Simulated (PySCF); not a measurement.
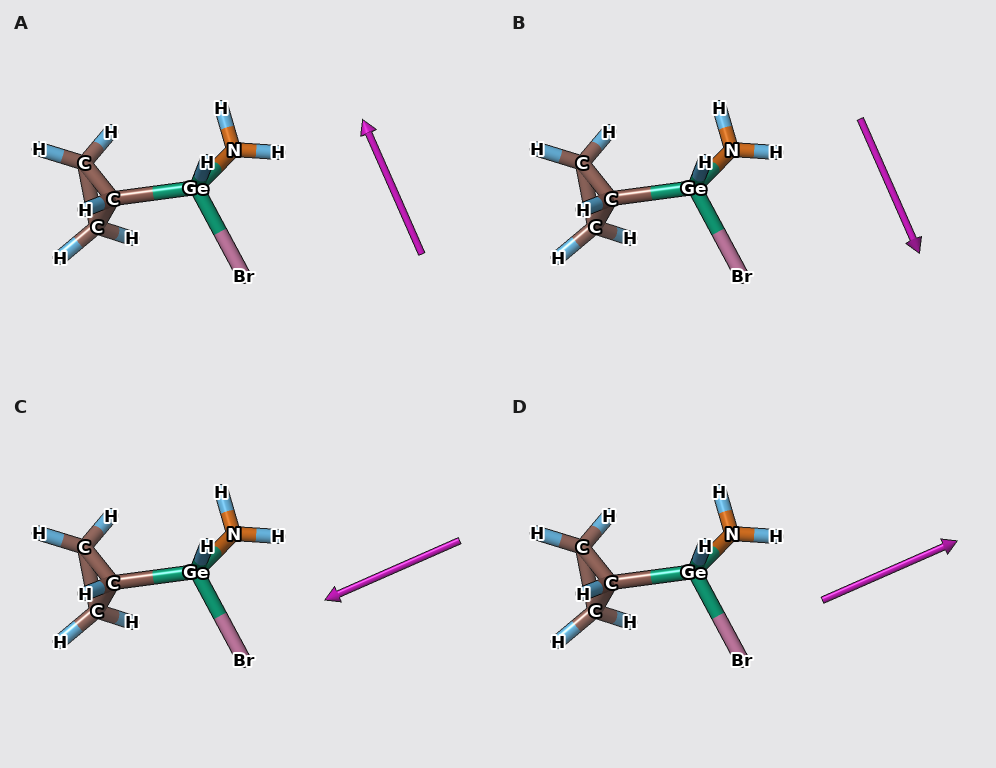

The same molecule four times, each with an arrow. Computed geometry: GFN2-xTB optimisation. No frequency run is at hand to confirm it as a minimum. Level of theory: B3LYP/pcJ-1 (pcSseg-1 on Br) (pcSseg-1 on Ge), gas phase (PySCF 2.14.0).

Which arrow points along the dipole moment, from the negative to the positive end?

Answer. A. The dipole moment is 2.70 D.

The geometry is semi-empirical. Around Br, Ge such bond lengths and angles can be off by a tenth of an ångström or more and by several degrees, and values that hang on the shape move with them.
